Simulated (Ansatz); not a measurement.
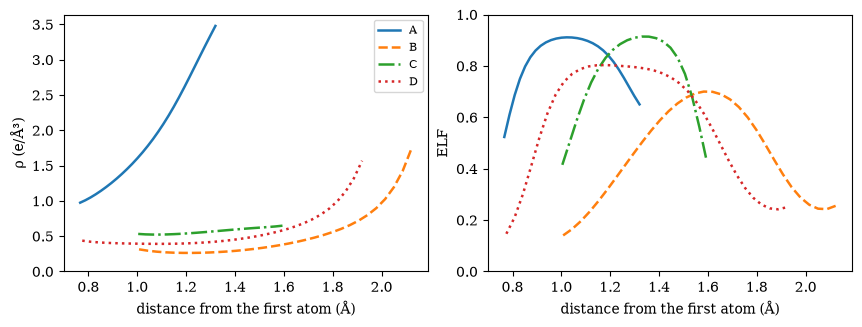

Figure 1: GaH6NSiTe. Electron density and ELF along straight lines between neighbouring atoms. The curves leave out the atomic cores.

Geometry: PBE0-D4/def2-TZVP; core potentials replace the inner electrons of Te.

All numbers below come from RKS PBE0-D4/def2-TZVPP (Ansatz).

```xyz
10

N    -1.6787    1.1607   -0.3618
Si   -0.5131   -0.0655   -0.5567
Ga    0.4732   -1.2568    1.2284
Te    2.0113    0.7690   -0.1177
H    -1.8258    1.8845   -1.0463
H    -2.0009    1.4278    0.5532
H    -0.4341   -0.3957   -2.0023
H     0.2323   -0.6266    2.6411
H     1.1622   -2.6252    0.9400
H     2.5737   -0.2724   -1.2779
```

**Which curve belongs to which contact (Ga–Si, Ga–Te, Si–N and Si–Te)? The first atom named is at distance zero.**

Curve A: Si–N (1.70 Å): the density is about 1.1 e/Å³ at the midpoint; the ELF peaks at about 0.90 between the atoms: a polar covalent bond. Curve B: Ga–Te (2.88 Å): ρ is about 0.3 e/Å³ halfway, with its minimum of 0.26 e/Å³ about 1.2 Å from Ga; the ELF peaks at about 0.70 in the valence shell of Te, 1.3 Å from its nucleus, and is about 0.60 at the midpoint. Curve C: Ga–Si (2.36 Å): ρ at the midpoint is about 0.53 e/Å³; the ELF peaks at about 0.90 between the atoms: a covalent bond. Curve D: Si–Te (2.69 Å): the density is about 0.43 e/Å³ at the midpoint; the ELF peaks at about 0.80 between the atoms (localised, covalent bonding).
